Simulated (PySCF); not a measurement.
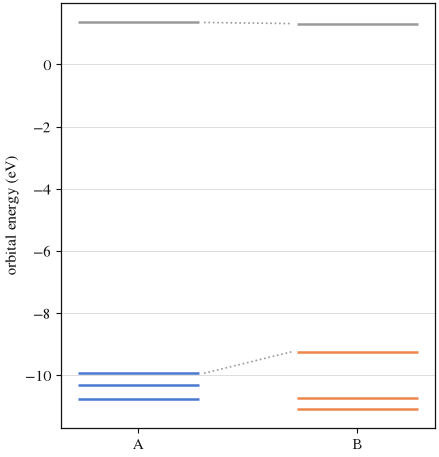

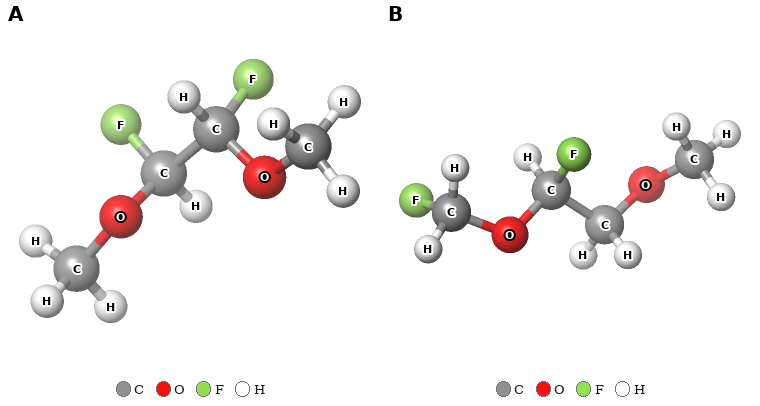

Related molecules: A is C₄H₈F₂O₂, SMILES CO[C@@H](F)[C@H](F)OC; B is C₄H₈F₂O₂, SMILES COC[C@H](F)OCF. Frontier orbital energies, CAM-B3LYP/def2-SVPD, PySCF, at a PBE0-D3(BJ)/def2-SVP geometry (no frequency check); drawn are at most three filled levels and, in grey, the LUMO with any level within 0.03 eV of it; dotted lines join the HOMOs and the LUMOs.

### What does the change do to the frontier levels?

From A to B the HOMO rises by 0.69 eV and the LUMO hardly moves, so the separation goes from 11.29 to 10.56 eV.

### Does the ΔSCF ionisation energy follow the HOMO?

A: −ε(HOMO) 9.94, ΔSCF 10.76 eV; B: −ε(HOMO) 9.25, ΔSCF 10.18 eV.

Caveats, for all or some of the runs: empty levels above zero depend strongly on the basis; one conformer of a flexible molecule.
